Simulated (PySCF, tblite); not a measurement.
# C₄H₄FNOS− (doublet): geometry, infrared bands and EPR parameters

Aim: predict the infrared bands and EPR parameters of C₄H₄FNOS− (doublet) (`FCO[C-]1[N]C=CS1`).

The runs use tblite 0.8.0 and PySCF 2.14.0, with density-fitted response routines of our own; the level of theory stands in each step. All values are computed, except where a source is named. Atoms are numbered from 0 throughout.

### Step 1. The molecule as given

12 atoms, charge -1, multiplicity 2; geometry from: force field or distance geometry start.

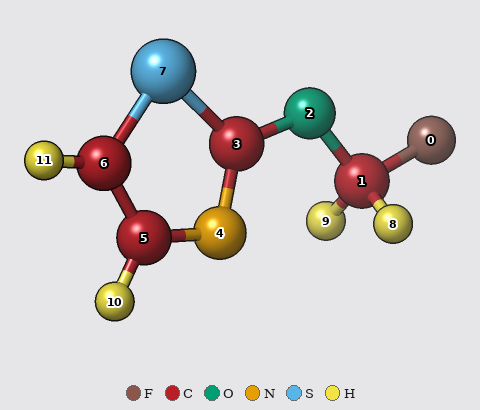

The starting geometry (fluorine brown, carbon red, oxygen teal, nitrogen amber, sulfur blue, hydrogen yellow), atoms numbered.

### Step 2. Geometry optimisation with GFN2-xTB

What the job is given:

```
{"job": {"kind": "relax", "xc": "GFN2-xTB", "basis": "xTB"}, "charge": -1, "multiplicity": 2}
F      3.535800     0.147300     0.177200
C      2.223400    -0.276100     0.213100
O      1.423600     0.825100    -0.115300
C      0.068100     0.555300    -0.125100
N     -0.419000    -0.681000     0.193100
C     -1.767900    -0.573100     0.081200
C     -2.334100     0.592400    -0.262200
S     -1.095500     1.779500    -0.504700
H      2.045900    -0.629500     1.245900
H      2.131900    -1.095800    -0.499300
H     -2.417500    -1.422500     0.273900
H     -3.393600     0.777700    -0.365500
```

Command:

```console
> OMP_NUM_THREADS=1 python probes_run.py task.json out
```

The driver reads the jobs from task.json and runs them one after another.

Log:

```text
step      E/eV     max force
  0    -699.65501    2.573
  1    -699.81128    1.046
  2    -699.83821    0.616
  3    -699.85145    0.433
  4    -699.86248    0.319
  5    -699.87110    0.307
  6    -699.87730    0.255
  7    -699.88223    0.203
  8    -699.88578    0.199
  9    -699.88844    0.202
 10    -699.89080    0.228
 11    -699.89496    0.325
 12    -699.90212    0.495
 13    -699.91075    0.448
 14    -699.93514    0.511
 15    -699.93297    0.551
 16    -699.95164    0.191
 17    -699.95521    0.241
 18    -699.95905    0.245
 19    -699.96348    0.187
 20    -699.96552    0.129
 21    -699.96770    0.120
 22    -699.96968    0.133
 23    -699.97189    0.139
 24    -699.97379    0.114
 25    -699.97522    0.098
 26    -699.97622    0.087
 27    -699.97713    0.083
 28    -699.97807    0.086
 29    -699.97899    0.078
 30    -699.97993    0.101
 31    -699.98097    0.115
 32    -699.98201    0.085
 33    -699.98277    0.065
 34    -699.98317    0.053
 35    -699.98343    0.049
 36    -699.98378    0.054
 37    -699.98427    0.073
 38    -699.98495    0.093
 39    -699.98575    0.101
 40    -699.98662    0.096
 41    -699.98751    0.098
 42    -699.98846    0.084
 43    -699.98949    0.107
 44    -699.99079    0.127
 45    -699.99283    0.185
 46    -699.99635    0.223
 47    -700.00093    0.220
 48    -700.00491    0.223
 49    -700.00513    0.426
 50    -700.01405    0.196
 51    -700.01861    0.183
 52    -700.02537    0.489
 53    -700.03498    0.254
 54    -700.04310    0.257
 55    -700.05248    0.434
 56    -700.05885    0.297
 57    -700.06680    0.507
 58    -700.08182    0.445
 59    -700.09421    0.266
 60    -700.10151    0.334
 61    -700.10653    0.349
 62    -700.11653    0.207
 63    -700.12257    0.214
 64    -700.13938    0.273
 65    -700.14667    0.257
 66    -700.15334    0.313
 67    -700.15649    0.163
 68    -700.15798    0.125
 69    -700.15897    0.076
 70    -700.15940    0.055
 71    -700.15970    0.082
 72    -700.16014    0.056
 73    -700.16067    0.037
 74    -700.16080    0.028
 75    -700.16090    0.024
 76    -700.16099    0.025
 77    -700.16114    0.031
 78    -700.16134    0.046
 79    -700.16160    0.044
 80    -700.16190    0.044
 81    -700.16224    0.060
 82    -700.16262    0.067
 83    -700.16303    0.067
 84    -700.16344    0.080
 85    -700.16382    0.083
 86    -700.16421    0.067
 87    -700.16453    0.042
 88    -700.16471    0.026
 89    -700.16480    0.024
 90    -700.16486    0.019
 91    -700.16492    0.020
 92    -700.16498    0.029
 93    -700.16506    0.022
 94    -700.16516    0.028
 95    -700.16528    0.034
 96    -700.16545    0.042
 97    -700.16575    0.061
 98    -700.16626    0.087
 99    -700.16694    0.096
100    -700.16770    0.064
101    -700.16818    0.065
102    -700.16819    0.049
103    -700.16851    0.032
104    -700.16860    0.026
105    -700.16872    0.018
106    -700.16876    0.011
107    -700.16878    0.005
```

It took 0.6 s on 1 thread of Arm Neoverse V1, shared host.

Along the way: (not every step is listed)

```
step  energy from step 0 (eV)  largest force (eV/Å)
   0                   0.0000                2.5730
   1                  -0.1563                1.0464
   2                  -0.1832                0.6158
   3                  -0.1964                0.4327
   4                  -0.2075                0.3193
   5                  -0.2161                0.3069
   6                  -0.2223                0.2546
   7                  -0.2272                0.2031
   8                  -0.2308                0.1988
  17                  -0.3002                0.2410
  26                  -0.3212                0.0872
  35                  -0.3284                0.0492
  44                  -0.3358                0.1266
  53                  -0.3800                0.2539
  62                  -0.4615                0.2072
  71                  -0.5047                0.0818
  80                  -0.5069                0.0440
  89                  -0.5098                0.0240
  98                  -0.5113                0.0871
 102                  -0.5132                0.0486
 103                  -0.5135                0.0321
 104                  -0.5136                0.0264
 105                  -0.5137                0.0183
 106                  -0.5138                0.0114
 107                  -0.5138                0.0046
```

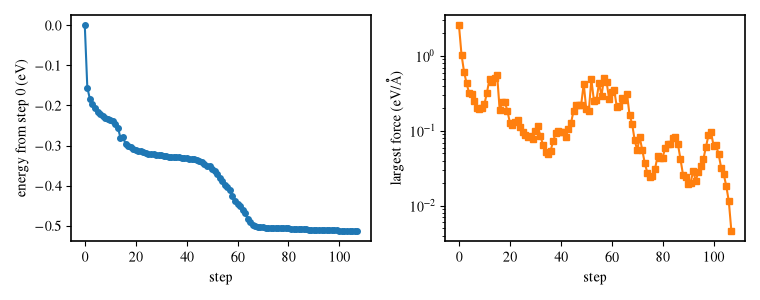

Energy and force, step by step.

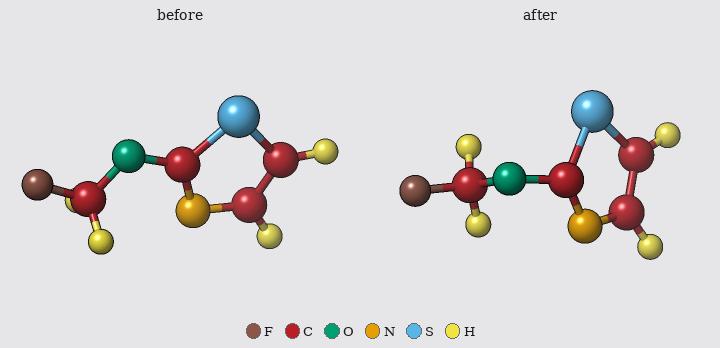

Before and after, at one scale.

Close pairs (by a distance rule), those that changed most:

```
 bond  before (Å)  after (Å)  change (Å)
C3–S7       1.731      1.866      +0.135
C5–C6       1.340      1.371      +0.031
N4–C5       1.358      1.327      -0.031
C3–N4       1.366      1.341      -0.026
C1–O2       1.400      1.377      -0.023
C6–S7       1.733      1.752      +0.019
C1–H9       1.090      1.103      +0.013
O2–C3       1.382      1.392      +0.009
```

The final coordinates are the input of the step that follows.

### Step 3. Infrared spectrum with GFN2-xTB

What the job is given:

```
{"job": {"kind": "ir", "xc": "GFN2-xTB", "basis": "xTB"}, "charge": -1, "multiplicity": 2}
F      3.370357    -0.125760     0.337655
C      1.996430    -0.066009     0.371660
O      1.521608     0.431548    -0.821816
C      0.134531     0.357926    -0.906559
N     -0.476750    -0.828621    -0.779478
C     -1.703636    -0.706746    -0.288360
C     -2.063240     0.508919     0.234408
S     -0.791587     1.692639     0.011091
H      1.733225     0.589992     1.222422
H      1.636805    -1.092512     0.554737
H     -2.356600    -1.571232    -0.287994
H     -2.999945     0.809170     0.664667
```

Log:

```text
mode    cm-1     km/mol
  1      47.0      1.99
  2      90.9      9.27
  3     104.1      4.79
  4     242.2      6.29
  5     301.2      0.82
  6     365.9      6.86
  7     400.8     19.48
  8     506.3     12.03
  9     515.8     15.38
 10     550.9      3.99
 11     637.0     13.46
 12     743.3     11.84
 13     794.6      1.58
 14     838.5     23.51
 15     953.7    472.52
 16     997.3     89.90
 17    1046.5     85.59
 18    1059.9     14.10
 19    1067.3     26.90
 20    1166.5     10.09
 21    1221.9      0.17
 22    1301.5    114.42
 23    1340.6     11.32
 24    1351.1     13.82
 25    1451.6      3.60
 26    1469.2     61.87
 27    2810.1     65.24
 28    2859.1     49.40
 29    3009.9    158.49
 30    3109.6     88.87
```

It took 0.32 s on 1 thread of Arm Neoverse V1, shared host.

The strongest bands and the atoms that carry them (share of the mass-weighted mode):

```
cm⁻¹  km/mol                                atoms
 954   472.5   C3 32 %, O2 27 %, N4 17 %, C1 11 %
 997    89.9                     C1 50 %, F0 28 %
1046    85.6            C1 47 %, O2 29 %, H8 12 %
1302   114.4  C3 34 %, N4 18 %, H10 17 %, C6 10 %
1469    61.9            C5 59 %, N4 20 %, C6 15 %
2810    65.2                              H8 83 %
3010   158.5                             H10 92 %
3110    88.9                             H11 92 %
```

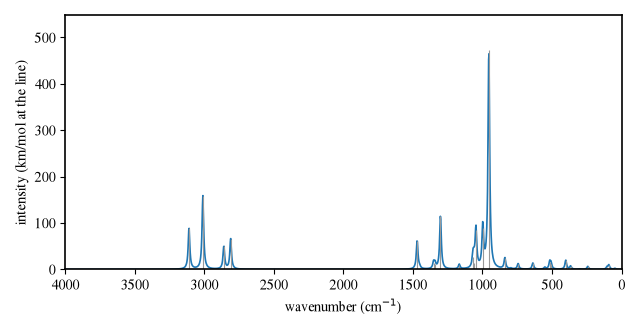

The infrared spectrum from these modes, unscaled. Lines are broadened to a width of 14 cm⁻¹ (Lorentzian).

### Step 4. g tensor and hyperfine couplings: B3LYP/pcH-1

Same as in step 3 but for these lines:

```diff
@@ -1,2 +1,2 @@
-{"job": {"kind": "ir", "xc": "GFN2-xTB", "basis": "xTB"}, "charge": -1, "multiplicity": 2}
+{"job": {"kind": "epr", "basis": "pcH-1"}, "charge": -1, "multiplicity": 2}
 F      3.370357    -0.125760     0.337655
```

Method: UKS B3LYP, pcH-1 on C F H N O S, non-relativistic, mean-field spin-orbit, GIAO.

Log:

```text
UKS, coarse grid
  cycle   1  E = -782.68280724  |g| = 5.96e-01
  cycle   2  E = -782.52283436  |g| = 9.00e-01
  cycle   3  E = -782.80834392  |g| = 1.14e-01
  cycle   4  E = -782.81159932  |g| = 8.42e-02
  cycle   5  E = -782.81489730  |g| = 2.08e-02
  cycle   6  E = -782.81510881  |g| = 6.17e-03
  cycle   7  E = -782.81512880  |g| = 3.43e-03
  cycle   8  E = -782.81513616  |g| = 1.37e-03
  cycle   9  E = -782.81513818  |g| = 7.77e-04
UKS, final grid
  cycle   1  E = -782.81514288  |g| = 1.34e-03
  cycle   2  E = -782.81514125  |g| = 2.47e-03
  cycle   3  E = -782.81514360  |g| = 1.87e-04
  cycle   4  E = -782.81514362  |g| = 6.74e-05
  cycle   5  E = -782.81514363  |g| = 6.32e-05
  cycle   6  E = -782.81514363  |g| = 2.13e-05
E = -782.81514363 Eh   <S^2> = 0.7608 (exact 0.7500)
g shifts (ppm)      1          2          3
  rmc          -214       -214       -214
  gc              0         26         -3
  oz_so       -1524       2493       7944
  total       -1736       2305       7728
hyperfine (MHz)  atom isotope    a_iso     a_fc   dipolar eigenvalues
    0   19F      14.66      14.68    -12.51     -9.07     21.58
    1   13C      24.08      24.09     -4.75     -4.15      8.90
    2   17O    -118.37    -118.31     -4.34      1.75      2.59
    3   13C     344.20     343.96    -43.85    -42.96     86.81
    4   14N      13.99      13.97     -7.57     -7.08     14.65
    5   13C      -7.93      -7.93    -10.61      4.56      6.05
    6   13C      25.11      24.90    -23.03    -20.85     43.88
    7   33S      36.08      36.53    -21.86    -20.90     42.76
    8    1H      -3.22      -3.22     -2.93      0.02      2.90
    9    1H      -3.47      -3.47     -3.02     -0.20      3.22
   10    1H       1.97       1.96     -3.01     -0.05      3.06
   11    1H     -17.90     -17.97    -11.44     -0.29     11.74
```

It took 68 s on 1 thread of Arm Neoverse V1, shared host; peak memory 0.9 GiB.

Principal g values 2.00058, 2.00462, 2.01005; g(iso) = 2.00508, against 2.00232 for a free electron.

Mean a(iso) over the nuclei that a row names, and the largest dipolar term of the row (other rows stand at the frozen geometry):

| nuclei | isotope | a(iso) (MHz) | a(iso) (G, at g = 2.0023) | largest dipolar term (MHz) |
| --- | --- | --- | --- | --- |
| C3 | 13C | 344.2 | 122.8 | 86.8 |
| O2 | 17O | -118.4 | -42.2 | -4.3 |
| S7 | 33S | 36.1 | 12.9 | 42.8 |
| C6 | 13C | 25.1 | 9.0 | 43.9 |
| C1 | 13C | 24.1 | 8.6 | 8.9 |
| H11 | 1H | -17.9 | -6.4 | 11.7 |
| F0 | 19F | 14.7 | 5.2 | 21.6 |
| N4 | 14N | 14.0 | 5.0 | 14.6 |
| C5 | 13C | -7.9 | -2.8 | -10.6 |
| H8, H9 | 1H | -3.3 | -1.2 | 3.2 |
| H10 | 1H | 2.0 | 0.7 | 3.1 |

Mulliken spin populations:

| atom | value (e) |
| --- | --- |
| F0 | 0.00 |
| C1 | 0.04 |
| O2 | -0.01 |
| C3 | 0.49 |
| N4 | 0.12 |
| C5 | -0.08 |
| C6 | 0.26 |
| S7 | 0.17 |
| H8 | 0.00 |
| H9 | 0.00 |
| H10 | 0.00 |
| H11 | -0.01 |

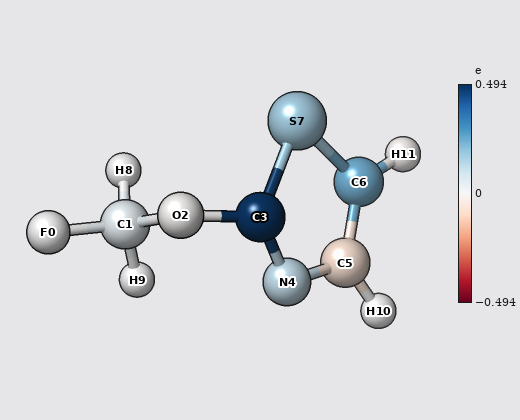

Mulliken spin populations, as colours on the atoms.

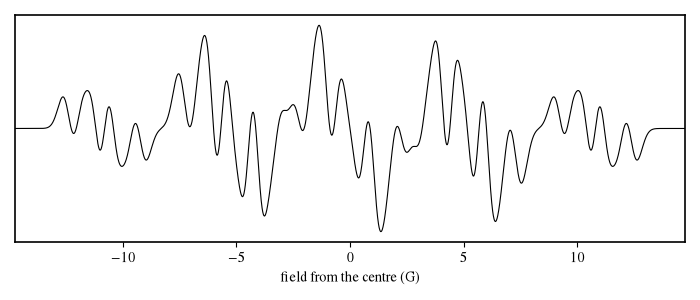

First-order isotropic spectrum (first derivative, main isotopes with spin only, couplings over 0.8 MHz, Gaussian width 0.3 G; couplings of the frozen geometry, rotation of groups not averaged beyond the rows shown).

The fields below are evaluated on a grid from the run's orbitals.

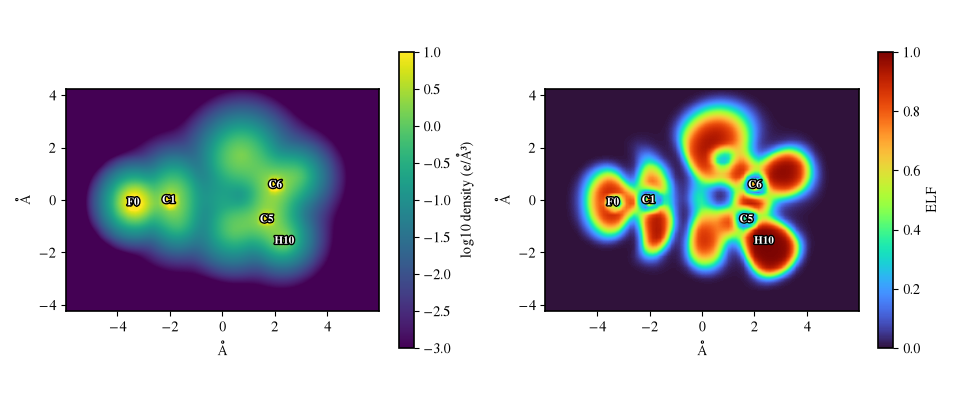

Density (left) and ELF (right) in a plane through or near 5 of the atoms.

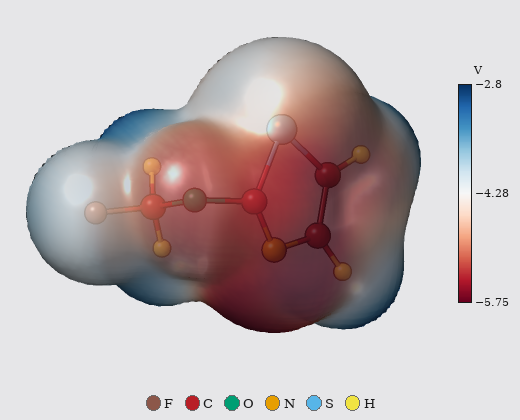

The potential that a unit positive charge feels on the 0.002 e/bohr³ surface, from -5.75 V near N4 to -2.80 V near H11.

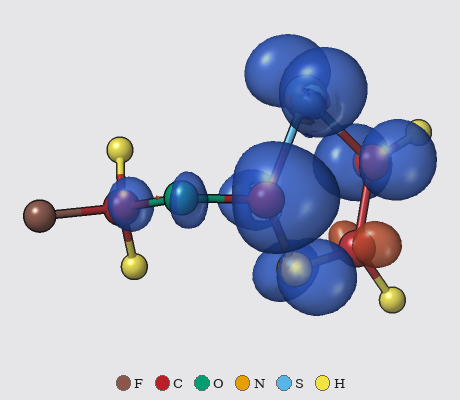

Spin density at ±0.03 e/Å³ (alpha excess blue, beta excess red).

### Step 5. What came out

| quantity | value |
| --- | --- |
| strongest single infrared mode (GFN2-xTB) | 954 cm⁻¹, 473 km/mol |
| zero-point energy (GFN2-xTB) | 46.3 kcal/mol |
| g(iso) (B3LYP) | 2.00508 |
| ⟨S²⟩ | 0.761 (exact 0.75) |
| largest a(iso) (averaged by class) | 13C on C3, 344.2 MHz |

**Reading.** Over 107 steps the energy fell by 0.514 eV; of the close pairs, C3–S7 changed most, 1.731 to 1.866 Å. No mode is imaginary among the 30: a minimum at this level. The strongest single mode, at 954 cm⁻¹, is carried by C3, O2, N4, C1. Unscaled tight-binding wavenumbers are off by several per cent, some by more. Its intensities can rank the bands wrongly. C3 carries the largest spin population, 0.49 e. The isotropic g lies 2.8 ppt above the free-electron value. The records flag this anion as possibly unbound in the gas phase, so the basis may hold the extra electron. The conformer search found further structures of the same energy, which may be mirror or relabelled copies of this one.
